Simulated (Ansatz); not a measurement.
The calculation's input:

```
crystal:
  periodic: [false, false, false]
  atoms:
    - symbol: C
      position_ang: [-0.932457, 0.529590, 1.070909]
    - symbol: Ge
      position_ang: [1.483115, 2.253257, -2.784949]
    - symbol: O
      position_ang: [0.585265, 1.523779, -1.284818]
    - symbol: Si
      position_ang: [0.375586, 0.383134, -0.199833]
    - symbol: H
      position_ang: [-0.467401, 0.481263, 2.080706]
    - symbol: H
      position_ang: [-1.617805, -0.343491, 0.991443]
    - symbol: H
      position_ang: [-1.503734, 1.471515, 0.961054]
    - symbol: H
      position_ang: [1.282414, -0.801086, -0.261275]
    - symbol: H
      position_ang: [2.011533, 3.577133, -2.210173]
    - symbol: H
      position_ang: [2.557133, 1.198711, -3.115837]
    - symbol: H
      position_ang: [0.335501, 2.369173, -3.800732]
basis:
  gaussian: {orbitals: def2-TZVPD}
total_charge: 1
hamiltonian: {xc: pbe0}
output: {forces: true, orbitals: {seedname: orbitals}}
```

Run with:

```sh
ansatz run input.yaml --threads 2 --pin off --max-ram 4350MiB --events-out events.jsonl --progress --plain --runs-dir runs
```

Geometry: PBE-D3(BJ)/def2-SVP.

Level of theory: Ansatz, isolated molecule in a Gaussian basis; Kohn-Sham density functional theory, functional PBE0.

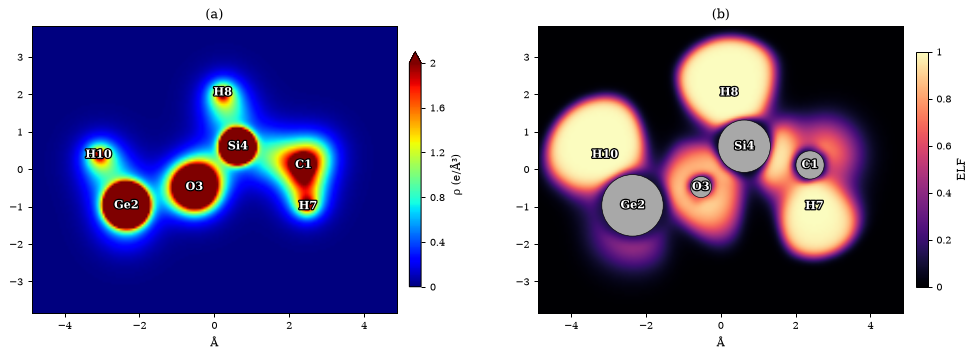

CH7GeOSi (charge +1). (a) electron density; (b) ELF on the plane of atoms C1, Si4 and H8. Grey discs cover the atomic cores in the ELF map.

> What does the map show?

The section cuts through C, Ge, O, Si and H sites.
Si–O (1.59 Å): ρ is about 1.3 e/Å³ halfway; the ELF peaks at about 0.85 between the atoms, as expected for a short, strongly polar bond.
C–Si (1.83 Å): the density is about 1 e/Å³ at the midpoint; the ELF peaks at about 0.95 between the atoms (a shared electron pair).
Ge–O (1.89 Å): ρ is about 0.7 e/Å³ halfway; the ELF peaks at about 0.85 in the valence shell of O, 0.6 Å from its nucleus, and is about 0.30 at the midpoint.
C–H (1.11 Å): ρ is about 1.9 e/Å³ halfway; the ELF climbs to about 1 towards the hydrogen, as it does in any bond to H: an ordinary covalent bond to hydrogen.
Si–H (1.49 Å): ρ is about 0.86 e/Å³ halfway; the ELF climbs to about 1 towards the hydrogen.
The ELF also peaks beside O3, away from the bonds: lone-pair regions.
